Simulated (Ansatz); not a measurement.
# AlClH₄OSi: what the fields show

Input file:

```
crystal:
  periodic: [false, false, false]
  atoms:
    - { symbol: Al, position_ang: [0.0, 0.0, 0.0] }
    - { symbol: O, position_ang: [0.0, 0.0, 1.78] }
    - { symbol: Si, position_ang: [-1.3147, -0.4067, 2.7436] }
    - { symbol: H, position_ang: [-2.239, -1.2403, 1.9804] }
    - { symbol: H, position_ang: [-0.8506, -1.1432, 3.9157] }
    - { symbol: H, position_ang: [-1.9987, 0.8095, 3.1733] }
    - { symbol: Cl, position_ang: [1.9312, 0.0, -1.115] }
    - { symbol: H, position_ang: [-1.351, 0.0, -0.78] }
basis:
  gaussian: { orbitals: "6-31G*" }
hamiltonian:
  xc: pbe0
relax:
  f_tol: 0.02
  max_steps: 40
output:
  orbitals: {}
```

Launched as:

```sh
ansatz run input.yaml --threads 1 --pin off --max-ram 2048MiB --backend cpu --events-out ev --progress --plain --runs-dir out
```

The fields are those of the run's last geometry, not of the input's.

The calculation used Ansatz 0.2.0, RKS PBE0/6-31G*.

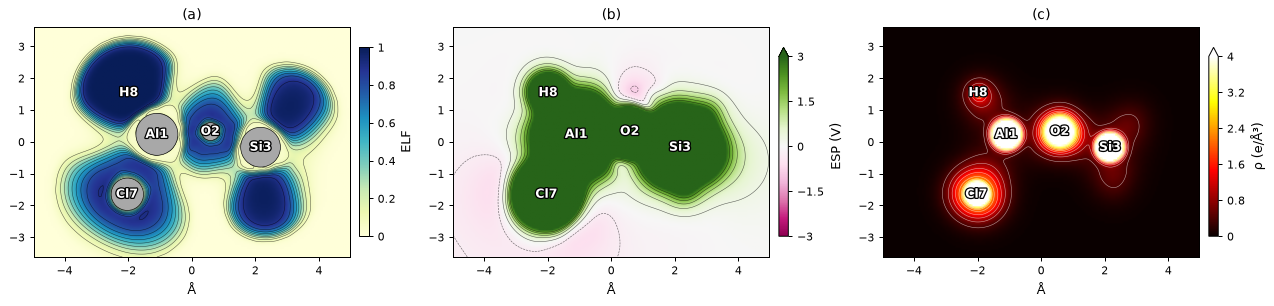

Figure 1. (a) ELF; (b) molecular electrostatic potential; (c) total electron density on the plane of atoms Al1, O2 and Si3. Grey discs cover the atomic cores in the ELF map.

> What do the fields say about this system?

- The section cuts through Al, O, Si, Cl and H sites.
- Si–O (1.65 Å): ρ is about 1.1 e/Å³ halfway; the ELF peaks at about 0.85 between the atoms, as expected for a polar covalent bond.
- Al–O (1.69 Å): the density is about 0.82 e/Å³ at the midpoint; the ELF peaks at about 0.85 in the valence shell of O, 0.6 Å from its nucleus, and is about 0.40 at the midpoint.
- Al–Cl (2.10 Å): ρ at the midpoint is about 0.73 e/Å³; the ELF peaks at about 0.90 in the valence shell of Cl, 0.9 Å from its nucleus, and is about 0.85 at the midpoint.
- Al–H (1.57 Å): ρ is about 0.56 e/Å³ halfway; the ELF climbs to about 1 towards the hydrogen.
- The ELF also peaks beside Cl7 and O2, away from the bonds: lone-pair regions.
- Outside the dense part of the molecule the potential is most negative (−0.9 V) near O2.

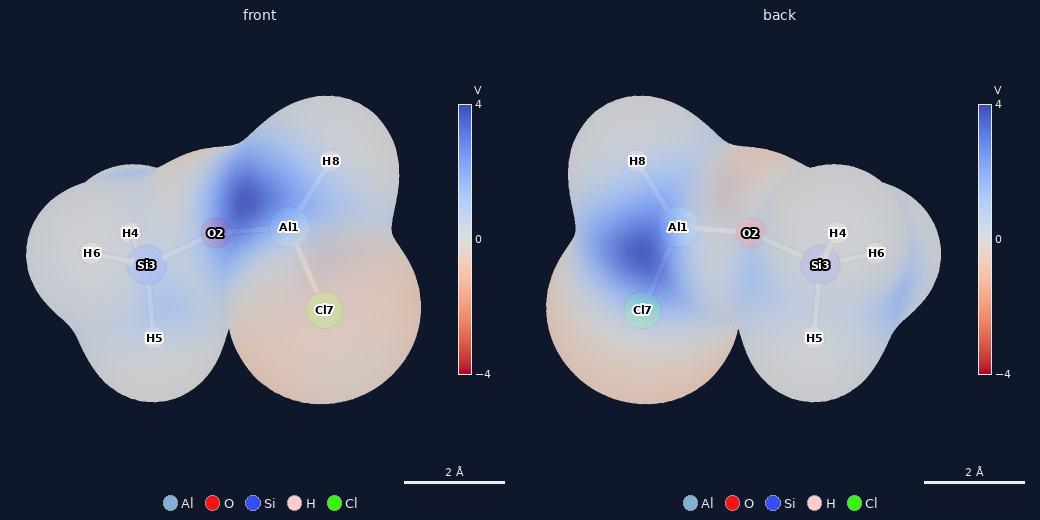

Figure 2. The molecular electrostatic potential painted on the density surface at 0.002 e/bohr³, seen from the front and from behind; the colour scale runs from red (negative) to blue (positive).

> Which sites attract a positive test charge, and which a negative one?

A positive charge is drawn to the negative regions and a negative charge to the positive ones. The most negative region (about −0.6 V) lies over O2 and Cl7, the most positive (about +3.6 V) over Al1.

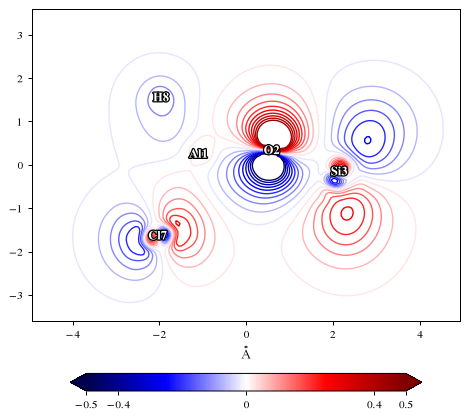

Figure 3. One frontier orbital on the plane of atoms O2, Al1 and H8 (values in Å⁻³ᐟ²; the overall sign is arbitrary).

> Which orbital is it: HOMO or LUMO?

The HOMO, at −8.81 eV. By Hirshfeld shares it lies mainly on O2 (about 35 %), Si3 (about 20 %), H4 (about 15 %), H5 (about 15 %) and Cl7 (about 10 %).
